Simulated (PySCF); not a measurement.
# C₅H₈OSi₂ (SMILES C#CC1([SiH2]O[SiH3])C=C1): what the fields show

```yaml
atoms:
  - { symbol: C, position_ang: [-3.3153, 0.6198, -1.5544] }
  - { symbol: C, position_ang: [-2.2955, 0.4227, -0.9550] }
  - { symbol: C, position_ang: [-1.0646, 0.1936, -0.2607] }
  - { symbol: Si, position_ang: [0.5245, 0.3169, -1.2870] }
  - { symbol: O, position_ang: [1.7614, 0.0774, -0.2658] }
  - { symbol: Si, position_ang: [2.7097, 0.1359, 1.0424] }
  - { symbol: C, position_ang: [-1.1119, -0.7307, 0.9490] }
  - { symbol: C, position_ang: [-1.0331, 0.5294, 1.2256] }
  - { symbol: H, position_ang: [-4.2101, 0.7936, -2.0741] }
  - { symbol: H, position_ang: [0.6341, -0.7610, -2.2676] }
  - { symbol: H, position_ang: [0.6786, 1.6501, -1.8671] }
  - { symbol: H, position_ang: [1.9892, -0.4897, 2.1516] }
  - { symbol: H, position_ang: [2.9936, 1.5422, 1.3253] }
  - { symbol: H, position_ang: [3.9077, -0.6085, 0.6657] }
  - { symbol: H, position_ang: [-1.1817, -1.7482, 1.2426] }
  - { symbol: H, position_ang: [-0.9942, 1.3330, 1.9180] }
```

Geometry: GFN2-xTB.

Level of theory: PBE0/pcSseg-1, SCF density, gas phase, non-relativistic in PySCF 2.14.0.

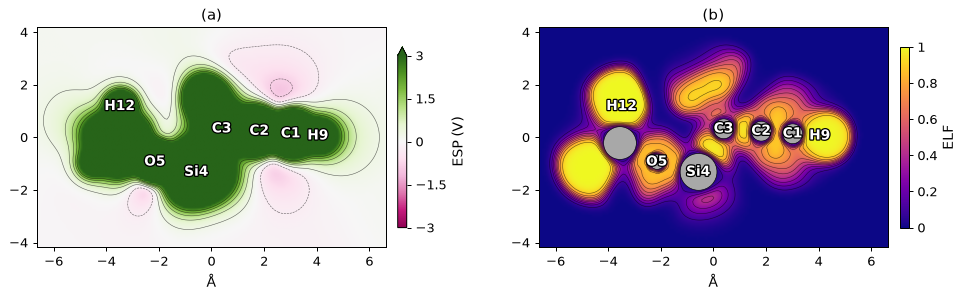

Figure 1. (a) electrostatic potential; (b) ELF on the plane of atoms C3, Si4 and O5. Grey discs cover the atomic cores in the ELF map.

**Read the bonding off the picture.**

The section cuts through C, Si, O and H sites.
C–C (1.20 Å): the ELF peaks at about 0.85 between the atoms; a multiple bond.
Si–O (1.62 Å): the ELF peaks at about 0.85 between the atoms, as expected for a short, strongly polar bond.
C–Si (1.90 Å): the ELF peaks at about 0.95 between the atoms: a covalent bond.
C–H (1.05 Å): the ELF climbs to about 1 towards the hydrogen, as it does in any bond to H; an ordinary covalent bond to hydrogen.
Outside the dense part of the molecule the potential is most negative (−1.0 V) near C1.

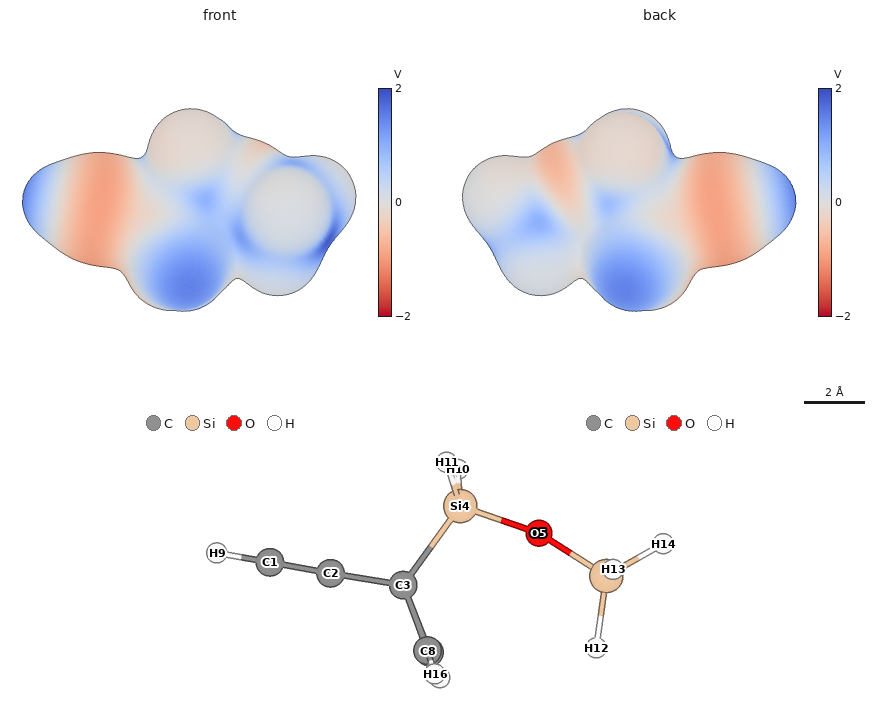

Figure 2. The molecular electrostatic potential painted on the density surface at 0.002 e/bohr³, seen from the front and from behind; the colour scale runs from red (negative) to blue (positive). The bare structure is drawn below in the same view.

**Which sites attract a positive test charge, and which a negative one?**

A positive charge is drawn to the negative regions and a negative charge to the positive ones. The most negative region (about −0.9 V) lies over C1 and C2, the most positive (about +1.6 V) over Si6.

**What dipole moment does the calculation give?**

Its dipole moment is 1.50 D.
